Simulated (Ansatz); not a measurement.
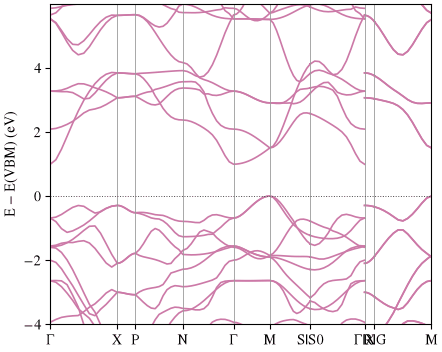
Fig. 1. Band structure from DFT-LDA in the program Ansatz with PAW potentials

Task: Read off the gap and where the band edges lie.

Result: About 1.0 eV (0.99 eV by a search for the band edges); maximum at M, minimum at Γ.

Task: Which compound is it?
(A) NbNO, I4_1md (Nb on 4a, N on 4a, O on 4a)
(B) VBiO4, I4_1/a (V on 4b, Bi on 4a, O on 16f)
(C) SnS2, I-42d (Sn on 4a, S on 8d)
(D) CaO2, I4/mmm (Ca on 2b, O on 4e)

Result: A, NbNO, I4_1md (Nb on 4a, N on 4a, O on 4a)

The workflow started from a Materials Project entry (that database holds measured and hypothetical structures alike); the Crystallography Open Database copy checked does not list it. COD files the formula under space group No. 14. Whether it is the stable phase at ambient conditions was not checked. The cell was relaxed with LDA under the symmetry of its start; its stability against distortions is not shown here. No spin polarisation was allowed. Scalar-relativistic: spin–orbit coupling is off unless named, which matters more the heavier the elements.

Potentials: the later of the program's two PAW sets.
